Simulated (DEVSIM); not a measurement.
System: abrupt GaP p-n junction, at 300 K.

```
layer (left to right)  material  thickness (μm)  Nd (cm⁻³)  Na (cm⁻³)  τn (s)  τp (s)
---------------------  --------  --------------  ---------  ---------  ------  ------
1                           GaP           0.110          -     1.2e17  2.2e-7  2.2e-7
2                           GaP            1.60     4.2e14          -  2.2e-7  6.6e-7
```

Left contact: ohmic. Right contact: ohmic. Voltage is applied to the left contact. Recombination: SRH at mid-gap, radiative, Auger. Mobility is constant in doping.

The device is made up for the run: typed textbook-type constants, with dimensions and the other settings drawn at random. Values at 300 K.

```csv
parameter,GaP
gap (eV),2.26
affinity (eV),3.8
permittivity,11.1
Nc (cm⁻³),1.8e19
Nv (cm⁻³),1.9e19
μn (cm²/Vs),250
μp (cm²/Vs),150
B (cm³/s),1e-13
Cn (cm⁶/s),1e-30
Cp (cm⁶/s),1e-30
```

Model (solved in DEVSIM): 1D drift-diffusion, Boltzmann statistics, complete ionisation; no tunnelling, impact ionisation, image-force lowering or self-heating.

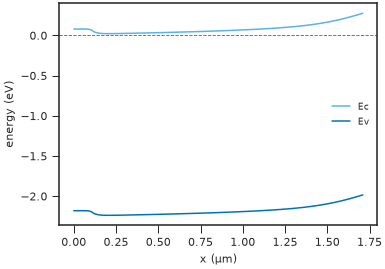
*Band edges at 2.05 V on the left contact*

Energies count from the Fermi level of the right contact; mesh points crowd at the junctions.

```json
[
 {"x (μm)": "0.000", "Ec (eV)": "0.079", "Ev (eV)": "-2.181", "n (cm⁻³)": "< 1e2", "p (cm⁻³)": "1.2e17", "field (V/cm)": "69"},
 {"x (μm)": "0.01234", "Ec (eV)": "0.079", "Ev (eV)": "-2.181", "n (cm⁻³)": "1.2e14", "p (cm⁻³)": "1.2e17", "field (V/cm)": "67"},
 {"x (μm)": "0.02814", "Ec (eV)": "0.079", "Ev (eV)": "-2.181", "n (cm⁻³)": "2.7e14", "p (cm⁻³)": "1.2e17", "field (V/cm)": "55"},
 {"x (μm)": "0.04837", "Ec (eV)": "0.079", "Ev (eV)": "-2.181", "n (cm⁻³)": "4.6e14", "p (cm⁻³)": "1.2e17", "field (V/cm)": "-27"},
 {"x (μm)": "0.07493", "Ec (eV)": "0.078", "Ev (eV)": "-2.182", "n (cm⁻³)": "7.4e14", "p (cm⁻³)": "1.2e17", "field (V/cm)": "-920"},
 {"x (μm)": "0.09224", "Ec (eV)": "0.075", "Ev (eV)": "-2.185", "n (cm⁻³)": "1.0e15", "p (cm⁻³)": "9.9e16", "field (V/cm)": "-4200"},
 {"x (μm)": "0.1058", "Ec (eV)": "0.064", "Ev (eV)": "-2.196", "n (cm⁻³)": "1.7e15", "p (cm⁻³)": "6.6e16", "field (V/cm)": "-12000"},
 {"x (μm)": "0.1220", "Ec (eV)": "0.043", "Ev (eV)": "-2.217", "n (cm⁻³)": "4.1e15", "p (cm⁻³)": "2.9e16", "field (V/cm)": "-9500"},
 {"x (μm)": "0.1421", "Ec (eV)": "0.030", "Ev (eV)": "-2.230", "n (cm⁻³)": "7.0e15", "p (cm⁻³)": "1.7e16", "field (V/cm)": "-4100"},
 {"x (μm)": "0.1731", "Ec (eV)": "0.023", "Ev (eV)": "-2.237", "n (cm⁻³)": "9.6e15", "p (cm⁻³)": "1.2e16", "field (V/cm)": "-1000"},
 {"x (μm)": "0.2210", "Ec (eV)": "0.022", "Ev (eV)": "-2.238", "n (cm⁻³)": "1.1e16", "p (cm⁻³)": "1.1e16", "field (V/cm)": "170"},
 {"x (μm)": "0.3216", "Ec (eV)": "0.026", "Ev (eV)": "-2.235", "n (cm⁻³)": "1.0e16", "p (cm⁻³)": "9.7e15", "field (V/cm)": "430"},
 {"x (μm)": "0.4505", "Ec (eV)": "0.031", "Ev (eV)": "-2.228", "n (cm⁻³)": "9.1e15", "p (cm⁻³)": "8.7e15", "field (V/cm)": "490"},
 {"x (μm)": "0.6497", "Ec (eV)": "0.042", "Ev (eV)": "-2.218", "n (cm⁻³)": "7.5e15", "p (cm⁻³)": "7.2e15", "field (V/cm)": "590"},
 {"x (μm)": "1.058", "Ec (eV)": "0.074", "Ev (eV)": "-2.186", "n (cm⁻³)": "4.4e15", "p (cm⁻³)": "4.1e15", "field (V/cm)": "1000"},
 {"x (μm)": "1.297", "Ec (eV)": "0.107", "Ev (eV)": "-2.153", "n (cm⁻³)": "2.4e15", "p (cm⁻³)": "2.4e15", "field (V/cm)": "1900"},
 {"x (μm)": "1.451", "Ec (eV)": "0.147", "Ev (eV)": "-2.113", "n (cm⁻³)": "1.2e15", "p (cm⁻³)": "1.5e15", "field (V/cm)": "3300"},
 {"x (μm)": "1.551", "Ec (eV)": "0.186", "Ev (eV)": "-2.074", "n (cm⁻³)": "7.4e14", "p (cm⁻³)": "1.2e15", "field (V/cm)": "4600"},
 {"x (μm)": "1.629", "Ec (eV)": "0.227", "Ev (eV)": "-2.033", "n (cm⁻³)": "5.3e14", "p (cm⁻³)": "8.8e14", "field (V/cm)": "5700"},
 {"x (μm)": "1.667", "Ec (eV)": "0.249", "Ev (eV)": "-2.011", "n (cm⁻³)": "4.7e14", "p (cm⁻³)": "6.5e14", "field (V/cm)": "6100"},
 {"x (μm)": "1.691", "Ec (eV)": "0.263", "Ev (eV)": "-1.996", "n (cm⁻³)": "4.4e14", "p (cm⁻³)": "3.7e14", "field (V/cm)": "6300"},
 {"x (μm)": "1.710", "Ec (eV)": "0.276", "Ev (eV)": "-1.984", "n (cm⁻³)": "4.2e14", "p (cm⁻³)": "< 1e2", "field (V/cm)": "6300"}
]
```
